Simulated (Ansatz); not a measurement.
# ScGe6N4: one candidate of a structure search, part 2 of 2

Aim: relax a trial structure of ScGe6N4 and see where it ends.

Ansatz 0.2.0; DFT PBE, scalar-relativistic, plane waves, PAW. The steps go on from the part before.

### 4 Spin check on a coarse mesh

input.yaml

```yaml
crystal:
  lattice:
    - [0.0, 4.5714749299, 4.5714749299]
    - [4.5714749299, 0.0, 4.5714749299]
    - [4.5714749299, 4.5714749299, 0.0]
  atoms:
    - { symbol: Sc, position: [0.0, 0.0, 0.0], spin: 1.0 }
    - { symbol: Ge, position: [0.0051660903, 0.4948339097, 0.4948339097] }
    - { symbol: Ge, position: [0.4948339097, 0.0051660903, 0.0051660903] }
    - { symbol: Ge, position: [0.0051660903, 0.0051660903, 0.4948339097] }
    - { symbol: Ge, position: [0.4948339097, 0.4948339097, 0.0051660903] }
    - { symbol: Ge, position: [0.4948339097, 0.0051660903, 0.4948339097] }
    - { symbol: Ge, position: [0.0051660903, 0.4948339097, 0.0051660903] }
    - { symbol: "N", position: [0.3671110443, 0.3671110443, 0.898666867] }
    - { symbol: "N", position: [0.898666867, 0.3671110443, 0.3671110443] }
    - { symbol: "N", position: [0.3671110443, 0.3671110443, 0.3671110443] }
    - { symbol: "N", position: [0.3671110443, 0.898666867, 0.3671110443] }
basis:
  ecutwfc: 420
kpoints:
  mp_grid: { grid: [4, 4, 4] }
hamiltonian:
  xc: pbe
scf:
  occupations: { method: gaussian, width: 0.1 }
  lower_state_search: "off"
output:
  forces: true
  stress: true
  eigenvalues: true
  populations: true
magnetization:
  spin_polarized: true
```

Launch:

```
> ansatz run input.yaml --threads 1 --pin off --max-ram 2560MiB --backend cpu --events-out ev --progress --plain --runs-dir out
```

Standard output, shortened:

```text
[...]
SCF converged after 21 iterations
Magnetization: -0.0001 μB (57.4999 up, 57.5001 down)
Absolute magnetization: 0.0002 μB (∫|ρ↑−ρ↓|, with the PAW one-centre terms)
Spin contamination: 0.0000 ħ² per cell (⟨S²⟩ above its minimum at these occupations)
[...]
Free energy (F): -29435.690883 eV
[...]
E sigma→0 (E₀):  -29435.672717 eV
Entropy (-TS):   -0.036332 eV (-3.303 meV/atom)
Fermi energy:    8.190184 eV
[...]
--- Forces (eV/Å), atoms counted from 1 ---
  atom   1  Sc     0.00000000     0.00000000     0.00000000
  atom   2  Ge    -0.02882832     0.00000000    -0.00000000
  atom   3  Ge     0.02882832    -0.00000000    -0.00000000
  atom   4  Ge    -0.00000000     0.00000000     0.02882832
  atom   5  Ge    -0.00000000     0.00000000    -0.02882832
  atom   6  Ge    -0.00000000    -0.02882832     0.00000000
  atom   7  Ge    -0.00000000     0.02882832    -0.00000000
  atom   8  N      0.01271694     0.01271694    -0.01271694
[...]
--- Stress (GPa, compression-positive) ---
       -0.138763       0.000000       0.000000
       -0.000000      -0.138763      -0.000000
        0.000000      -0.000000      -0.138763
  P = ⅓ Tr σ = -0.1388 GPa (-1.388 kbar)
--- Band table (eV; the first three rows and the last of 16) ---
[...]
--- Löwdin populations: 11 sites ---
  site symbol       q [e]    m [muB]
     0     Sc     10.2508    -0.0001
     1     Ge     13.5824    -0.0000
     2     Ge     13.5824    -0.0000
     3     Ge     13.5824    -0.0000
     4     Ge     13.5824    -0.0000
     5     Ge     13.5824    -0.0000
     6     Ge     13.5824    -0.0000
     7      N      5.7123    -0.0000
     8      N      5.7123    -0.0000
     9      N      5.7123    -0.0000
    10      N      5.7123    -0.0000
  spilling = 0.003527 (of n_electrons = 115.000000)
```

It took 42 s on 1 thread of Arm Neoverse V1, shared host; peak memory 0.54 GiB.

Site by site:

| atom | Löwdin electrons |
| --- | --- |
| Sc1 | 10.25 |
| Ge2 | 13.58 |
| Ge3 | 13.58 |
| Ge4 | 13.58 |
| Ge5 | 13.58 |
| Ge6 | 13.58 |
| Ge7 | 13.58 |
| N8 | 5.71 |
| N9 | 5.71 |
| N10 | 5.71 |
| N11 | 5.71 |

The Löwdin counts miss 0.41 of the 115 electrons, which the atomic orbitals do not span, so they are no charges.

The same cell is solved with trial moments on Sc. The largest site moment that stays is 0.00 μB and the cell's total 0.00 μB. The workflow keeps spin only above 0.25 μB on a site, so the next run goes without spin.

### 5 Relaxation on the finer mesh

The end of the coarse run is made exact in the group found at a tolerance of 0.06 Å and reduced to its primitive cell.

Changes to input.yaml since step 4:

```diff
@@ -6,3 +6,3 @@
   atoms:
-    - { symbol: Sc, position: [0.0, 0.0, 0.0], spin: 1.0 }
+    - { symbol: Sc, position: [0.0, 0.0, 0.0] }
     - { symbol: Ge, position: [0.0051660903, 0.4948339097, 0.4948339097] }
@@ -20,3 +20,3 @@
 kpoints:
-  mp_grid: { grid: [4, 4, 4] }
+  mp_grid: { grid: [8, 8, 8] }
 hamiltonian:
@@ -25,3 +25,2 @@
   occupations: { method: gaussian, width: 0.1 }
-  lower_state_search: "off"
 output:
@@ -30,4 +29,10 @@
   eigenvalues: true
-  populations: true
-magnetization:
-  spin_polarized: true
+  write_density: true
+  write_potential: true
+  elf: true
+  volumetric_format: npy
+relax:
+  adjacent_minimum: "off"
+  f_tol: 0.01
+  max_steps: 80
+  cell: { stress_tol: 0.05 }
```

Launch:

```
> ansatz run input.yaml --threads 1 --pin off --max-ram 2560MiB --backend cpu --events-out ev --progress --plain --runs-dir out
```

Standard output:

```text
Warning: RAYON_NUM_THREADS=1 ignored (pool sized by the plan → 1); use --threads N
Engine: ansatz 0.2.0, aarch64-unknown-linux-gnu
Pseudopotentials: kind: paw
Pseudopotential: Sc, paw, valence charge 11, recommended cutoff 420 eV (normal), Sc.paw.azcp
Pseudopotential: Ge, paw, valence charge 14, recommended cutoff 420 eV (normal), Ge.paw.azcp
Pseudopotential: N, paw, valence charge 5, recommended cutoff 420 eV (normal), N.paw.azcp
Functional definition: PBE
  parameter kappa = 0.804
  parameter beta = 0.06672455060314922
  exchange = pbe_x(kappa = kappa, mu = beta*pi^2/3)
  correlation = pbe_c(beta = beta)
Crystal: 11 atoms, lattice volume = 191.073 Å³
Basis set: ecut = 420 eV, 3719 PW (Γ), exchange–correlation on 90×90×90 points (8 copies of the dense FFT grid, shifted against one another)
Bands: 69, of which v1, the nominal top of the filled ones, is band 58 counted from 1 (57 counted from 0)
Symmetry: 24 space group operations
Space group: F-43m (ITA 216), of the structure as read, at distance tolerance 5.8e-5 Å
k-points: 29 of 512 (time reversal used)
Non-local potential: Sc, projectors of the file, l = 0: 3, l = 1: 2, l = 2: 3, l = 3: 1
Non-local potential: Ge, projectors of the file, l = 0: 2, l = 1: 2, l = 2: 3, l = 3: 1
Non-local potential: N, projectors of the file, l = 0: 2, l = 1: 2, l = 2: 1
PAW form: soft (Blöchl's): semilocal exchange-correlation on the pseudo side does not see the compensation charge
PAW one-centre angular grid: Sc, 590 points (default); XC on 64 Gauss nodes
PAW one-centre angular grid: Ge, 590 points (default); XC on 64 Gauss nodes
PAW one-centre angular grid: N, 110 points (default); XC on 64 Gauss nodes
Initial density: superposition of atomic densities (neutral atoms: chi_scale 0, normalization atom), corrected by the library's trained network
Initial wavefunctions: pseudopotential atomic-orbital guess
Functional: x = pbe(κ = 0.804, μ = 0.2195149727645171), c = pbe(β = 0.06672455060314922)
SCF iter   1: F=—  HF=-29435.735683 eV  |F-HF|=—  |Δ(HF+E_count)|=         —  Δρ=7.33e-3  dr2=1.62e-1  ethr=1.77e-3  ⟨swp⟩=6.2  Hψ=8221  notcnv=0
preconditioner: auto → LDOS  [metal: Δε(μ)=0.021 eV  Ē_g=18.363 eV  σ=0.100 eV  W_gap=0.12  n_scr=58 (ndim 8)  ℏωp=27.8 eV  f_vac=0.022  D(μ)=10.17/eV (n_scr^D=112)  β→1.0]
SCF iter   2: F=—  HF=-29435.721646 eV  |F-HF|=—  |Δ(HF+E_count)|=   1.40e-2  Δρ=2.84e-3  dr2=3.17e-2  ethr=1.41e-4  ⟨swp⟩=2.0  Hψ=2898  notcnv=0  defer=115
SCF iter   3: F=—  HF=-29435.717538 eV  |F-HF|=—  |Δ(HF+E_count)|=   4.11e-3  Δρ=1.61e-3  dr2=1.34e-2  ethr=2.75e-5  ⟨swp⟩=3.0  Hψ=3894  notcnv=0  defer=115
SCF iter   4: F=—  HF=-29435.716333 eV  |F-HF|=—  |Δ(HF+E_count)|=   1.20e-3  Δρ=9.18e-4  dr2=4.20e-3  ethr=1.17e-5  ⟨swp⟩=2.0  Hψ=1942  notcnv=0  defer=115
SCF iter   5: F=—  HF=-29435.715965 eV  |F-HF|=—  |Δ(HF+E_count)|=   3.68e-4  Δρ=3.00e-4  dr2=4.12e-4  ethr=3.65e-6  ⟨swp⟩=1.4  Hψ=1908  notcnv=0  defer=115
SCF iter   6: F=—  HF=-29435.715927 eV  |F-HF|=—  |Δ(HF+E_count)|=   3.78e-5  Δρ=8.88e-5  dr2=2.82e-5  ethr=3.59e-7  ⟨swp⟩=2.7  Hψ=3380  notcnv=0  defer=115
SCF iter   7: F=—  HF=-29435.716013 eV  |F-HF|=—  |Δ(HF+E_count)|=   8.57e-5  Δρ=2.09e-5  dr2=7.47e-7  ethr=2.45e-8  ⟨swp⟩=2.0  Hψ=3351  notcnv=0  defer=115
SCF iter   8: F=-29435.716014 eV  HF=-29435.716014 eV  |F-HF|=2.32e-8  |Δ(HF+E_count)|=   5.26e-7  Δρ=7.30e-6  dr2=8.93e-8  ethr=8.70e-11  ⟨swp⟩=13.8  Hψ=13496  notcnv=0
SCF 1 converged in 8 iterations: F = -29435.716014 eV  dr2 = 8.93e-8
relax step   1: F+E_penalty+E_count = -29435.71601355 eV  Δ(F+E_penalty+E_count) = +0.000e0 eV  max|allowed force component| = 5.235e-2 eV/Å  Δτ_max = 0.0000 Å  P = -0.432 GPa  Ω = 191.073 Å³  (8 SCF iters, dr2 threshold 1.00e-7 eV, accepted)
[... 14 lines left out ...]
relax step   2: F+E_penalty+E_count = -29435.72464478 eV  Δ(F+E_penalty+E_count) = -8.631e-3 eV  max|allowed force component| = 4.302e-2 eV/Å  Δτ_max = 0.0181 Å  P = +0.121 GPa  Ω = 187.416 Å³  energy of the carried Pulay correction = +4.903e-3 eV  (7 SCF iters, dr2 threshold 4.67e-7 eV, accepted)
[... 11 lines left out ...]
relax step   3: F+E_penalty+E_count = -29435.72467240 eV  Δ(F+E_penalty+E_count) = -2.762e-5 eV  max|allowed force component| = 3.930e-3 eV/Å  Δτ_max = 0.0070 Å  P = +0.019 GPa  Ω = 188.451 Å³  energy of the carried Pulay correction = +3.506e-3 eV  (7 SCF iters, dr2 threshold 1.16e-7 eV, accepted)
[... 11 lines left out ...]
relax step   4: F+E_penalty+E_count = -29435.72114792 eV  Δ(F+E_penalty+E_count) = +3.524e-3 eV  max|allowed force component| = 3.854e-3 eV/Å  Δτ_max = 0.0000 Å  P = -0.006 GPa  Ω = 188.451 Å³  stress off target by 6.20e-3 GPa  SCF on the basis re-selected at this cell (its energy is not comparable with the rows above)  (7 SCF iters)
basis re-selected at this cell: Δ(F+E_penalty+E_count) = +3.524e-3 eV, ΔP = -0.025 GPa vs the last step (what re-selecting the basis moved, of the pressure what is left beyond the Pulay correction that the steps carried, after the strain that the cell walked since its last selection, with what the two solves' SCF thresholds leave and, on support functions, any second-order correction that the steps lacked; it is no measure of the basis error at this ecutwfc). This SCF's stress stands 6.20e-3 GPa from its target on what of the cell is left free (relax.cell.stress_tol is 5.00e-2 GPa) and its largest allowed force component is 3.85e-3 eV/Å (relax.f_tol is 1.00e-2 eV/Å): within both
SCF converged after 7 iterations
Free energy (F): -29435.721148 eV
Harris-Foulkes:  -29435.721148 eV  (|F-HF|=2.55e-11)
Internal energy: -29435.675298 eV  (E = F + TS)
E sigma→0 (E₀):  -29435.698223 eV
Entropy (-TS):   -0.045850 eV (-4.168 meV/atom)
Fermi energy:    8.399602 eV
--- Per-component energies (eV) ---
  E_band       = -1065.724561
  E_kinetic    = 1435.593487
  E_local      = -16383.566775  (includes V_loc(G=0)·N_el)
  E_nonlocal   = 2775.449560
  E_hartree    = 6987.735825
  E_xc         = -791.683544
  E_vxc        = -813.481037  (∫ρ·V_xc dr)
  E_paw        = -13575.924259  (= ΣΔE_a)
  E_vpaw       = -2055.193403  (= ΣTr[D̂ρ^β])
  E_aug_tail   = 0.002078  (compensation charges beyond the density's cutoff)
  E_ewald      = -9883.281669
  E_smearing   = -0.045850  (= −TS)
  E_closure    = 0.000000  (closes the sum)
  Σ components = -29435.721148   (vs F -29435.721148, Δ=0.00e0)
--- Forces (eV/Å), atoms counted from 1 ---
  atom   1  Sc     0.00000000    -0.00000000    -0.00000000
  atom   2  Ge     0.00145769     0.00000000     0.00000000
  atom   3  Ge    -0.00145769     0.00000000     0.00000000
  atom   4  Ge    -0.00000000     0.00000000    -0.00145769
  atom   5  Ge    -0.00000000     0.00000000     0.00145769
  atom   6  Ge    -0.00000000     0.00145769     0.00000000
  atom   7  Ge    -0.00000000    -0.00145769     0.00000000
  atom   8  N     -0.00385371    -0.00385371     0.00385371
  atom   9  N      0.00385371    -0.00385371    -0.00385371
  atom  10  N      0.00385371     0.00385371     0.00385371
  atom  11  N     -0.00385371     0.00385371    -0.00385371
  max |Σ_I F_I| component: 1.14e-15 eV/Å
--- Stress (GPa, compression-positive) ---
       -0.006204       0.000000       0.000000
        0.000000      -0.006204      -0.000000
        0.000000      -0.000000      -0.006204
  P = ⅓ Tr σ = -0.0062 GPa (-0.062 kbar)
--- Band table (eV; the first three rows and the last of 29) ---
  k-point 0: bands = ["-42.0799", "-20.6915", "-20.6915", "-20.6915", "-16.2217", "-16.2217", "-16.2217", "-16.1995", "-16.1370", "-16.1370", "-16.1370", "-16.1353", "-16.1353", "-16.1295", "-16.1295", "-16.1295", "-16.1145", "-16.1145", "-16.1143", "-16.1143", "-16.1143", "-16.0729", "-16.0693", "-16.0655", "-16.0655", "-16.0655", "-16.0574", "-16.0574", "-16.0574", "-16.0373", "-16.0373", "-16.0373", "-16.0245", "-16.0245", "-8.1399", "-6.3568", "-6.3568", "-6.3568", "0.0915", "0.0915", "0.1106", "0.1106", "0.1106", "1.0661", "3.7645", "4.3432", "4.3432", "4.3432", "4.3879", "4.3879", "4.3879", "7.4032", "7.4032", "7.4032", "8.6818", "8.7767", "8.7767", "8.8935", "8.8935", "8.8935", "9.8457", "9.8457", "9.8457", "9.8559", "9.8559", "11.3480", "11.3480", "11.3480", "12.1845"]
[... 3 lines left out ...]
--- Relaxed structure (3 steps of the walk, 3 accepted, 1 SCFs on fresh bases) ---
  F+E_penalty+E_count = -29435.72114792 eV   max|allowed force component| = 3.854e-3 eV/Å   (the final SCF, on the basis selected at the relaxed cell)
  cell:  # Å, volume = 188.4514 Å³
    - [1.6814727708555442e-33, 4.550471938128426, 4.550471938128426]
    - [4.550471938128426, -6.6239836427642705e-34, 4.550471938128426]
    - [4.550471938128426, 4.550471938128426, -5.401094354869325e-33]
  atoms:
    - { symbol: Sc, position: [5.554857410854778e-17, 5.544077100848302e-17, 5.546879981449986e-17] }
    - { symbol: Ge, position: [0.00480312078882944, 0.49519687921117067, 0.49519687921117067] }
    - { symbol: Ge, position: [0.49519687921117084, 0.0048031207888293015, 0.004803120788829329] }
    - { symbol: Ge, position: [0.004803120788829309, 0.004803120788829309, 0.4951968792111708] }
    - { symbol: Ge, position: [0.49519687921117067, 0.49519687921117067, 0.00480312078882944] }
    - { symbol: Ge, position: [0.49519687921117067, 0.00480312078882944, 0.49519687921117067] }
    - { symbol: Ge, position: [0.0048031207888293015, 0.49519687921117084, 0.004803120788829329] }
    - { symbol: N, position: [0.3683419474137003, 0.3683419474137003, 0.8949741577588991] }
    - { symbol: N, position: [0.8949741577588991, 0.3683419474137003, 0.3683419474137003] }
    - { symbol: N, position: [0.3683419474137003, 0.3683419474137003, 0.3683419474137003] }
    - { symbol: N, position: [0.3683419474137003, 0.8949741577588991, 0.3683419474137003] }
```

Wall time 3 min (1 thread of Arm Neoverse V1, shared host); peak memory 0.61 GiB.

Step by step:

```csv
step,energy from step 1 (eV/cell),largest force component (eV/Å),pressure (GPa),volume (Å³)
1,0.0000,0.0523,-0.43,191.07
2,-0.0086,0.0430,0.12,187.42
3,-0.0087,0.0039,0.02,188.45
4,-0.0051,0.0039,-0.01,188.45
```

Step 1 is the start. Step 4 repeats the geometry before it on a plane-wave basis chosen anew for that cell, so its energy need not be comparable with the rows above.

|  | before | after | change |
| --- | --- | --- | --- |
| a (Å) | 6.465 | 6.435 | -0.5 % |
| b (Å) | 6.465 | 6.435 | -0.5 % |
| c (Å) | 6.465 | 6.435 | -0.5 % |
| volume (Å³/atom) | 17.37 | 17.13 | -1.4 % |
| shortest distance (Å) | 1.912 | 1.911 | -0.1 % |
| space group (0.01 Å) | F-43m | F-43m | same |

The run keeps the 24 symmetry operations of the start, so it could not have lowered the symmetry.

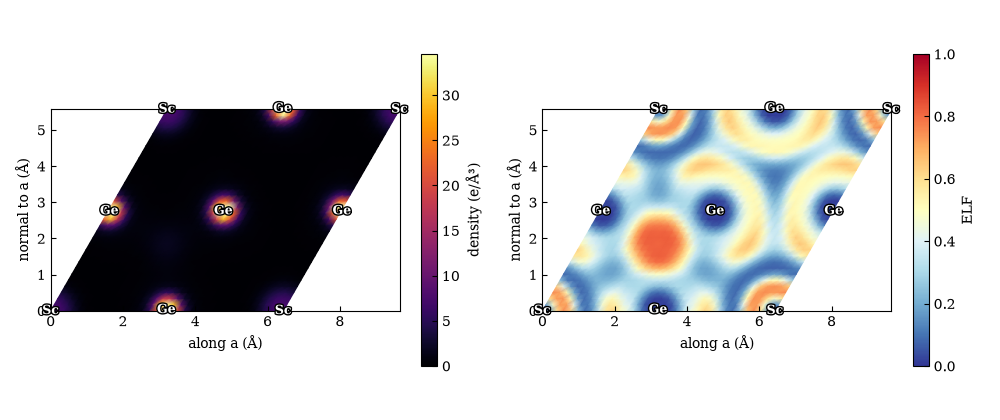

Density (left) and ELF (right) in a lattice plane of the grid's cell (edges 6.44 and 6.44 Å, at 0.000 of the third edge), which holds Sc and Ge. Only atoms in the plane are labelled; the density scale stops at 34.56 e/Å³. Both are smooth fields of the valence electrons: close to the nuclei they are not physical.

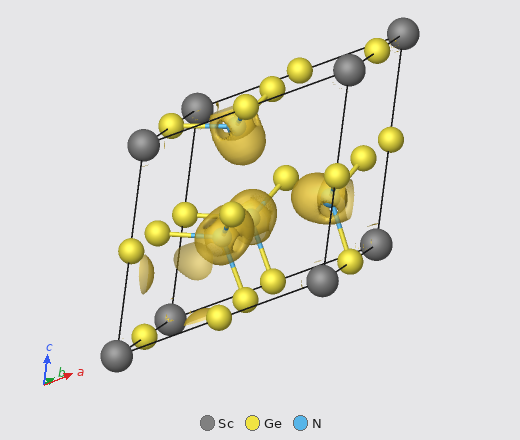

Surface of ELF = 0.76, drawn in one cell.

Maxima of ELF outside the ion cores: 0.92 beside N, off the lines to its neighbours, 0.7 Å from N; 0.82 in the shell around N, 0.6 Å from N; 0.67 on the Ge–Sc line, 1.3 Å from Ge.

### 6 Results

The summary covers parts 1 to 2. Changes of volume or cell count from the first structure of part 1.

```
                                                              quantity                                                                      value
                                symmetry at the end (tolerance 0.05 Å)                                                space group F-43m (No. 216)
                                                     conventional cell  a = 9.101 Å, b = 9.101 Å, c = 9.101 Å, α = 90.00°, β = 90.00°, γ = 90.00°
                                                                volume                                                              17.13 Å³/atom
energy over the elements (uncorrected; H, N, O, F and Cl as molecules)                                                              +0.55 eV/atom
                                                       gap on the mesh                                                               none (metal)
```

**Reading.** The space group F-43m (No. 216) is kept, and the volume per atom grows by 141.0 % from the first guess. The formation energy is positive, so the separate elements lie lower. No finished test with a distortion of lower symmetry is shown, so the end may be a saddle point. A spin-polarised run here lost its starting moments, which speaks against magnetism, though one start doesn't rule it out. Where forces pass 15 eV/Å atoms stand far too close, the PAW spheres overlap strongly and those numbers are rough. Other magnetic orders were not searched.
